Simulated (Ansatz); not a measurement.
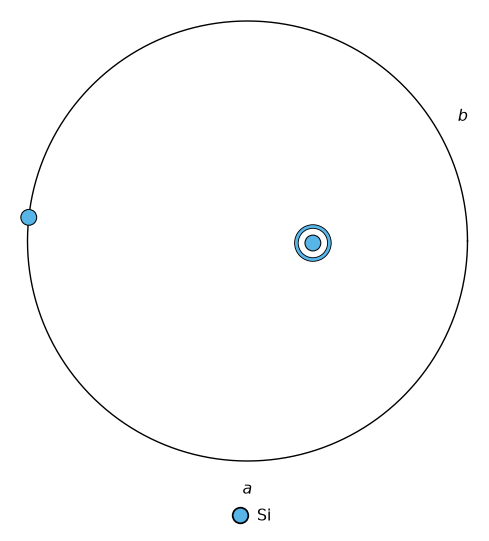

Crystal: Si3N4, the geometry relaxed (final pressure about 3.8 GPa) with DFT, PAW plane waves, r2scan (Ansatz 0.2.0). Directions from one nitrogen atom at (0.330, 0.031, 1/4) to its bonded neighbours, in stereographic projection down c (filled: above the plane of the page or in it, open: below). All values are computed from the atomic coordinates in the standard setting (tolerance 0.002 Å).

Neighbours are counted up to 2.11 Å for Si.

```yaml
crystal:
  lattice:
    - [7.56471, 0.00000, 0.00000]
    - [-3.78236, 6.55123, 0.00000]
    - [0.00000, 0.00000, 2.89429]
  atoms:
    - { symbol: N, position: [0.33333, 0.66667, 0.25000] }
    - { symbol: N, position: [0.66667, 0.33333, 0.75000] }
    - { symbol: N, position: [0.33014, 0.03058, 0.25000] }
    - { symbol: N, position: [0.29955, 0.33014, 0.75000] }
    - { symbol: N, position: [0.96942, 0.29955, 0.25000] }
    - { symbol: N, position: [0.66986, 0.96942, 0.75000] }
    - { symbol: N, position: [0.70045, 0.66986, 0.25000] }
    - { symbol: N, position: [0.03058, 0.70045, 0.75000] }
    - { symbol: Si, position: [0.17464, 0.76861, 0.25000] }
    - { symbol: Si, position: [0.40603, 0.17464, 0.75000] }
    - { symbol: Si, position: [0.23139, 0.40603, 0.25000] }
    - { symbol: Si, position: [0.82536, 0.23139, 0.75000] }
    - { symbol: Si, position: [0.59397, 0.82536, 0.25000] }
    - { symbol: Si, position: [0.76861, 0.59397, 0.75000] }
```

**How many neighbours are there, and at what angles?**

3: 3 Si at 1.73 Å. Angles between bonds: 114° (1×), 123° (2×).

**What is the site's symmetry in the crystal?**

Point group m (Cs), order 2: one mirror plane. In P6₃/m (No. 176) this is Wyckoff position 6h.
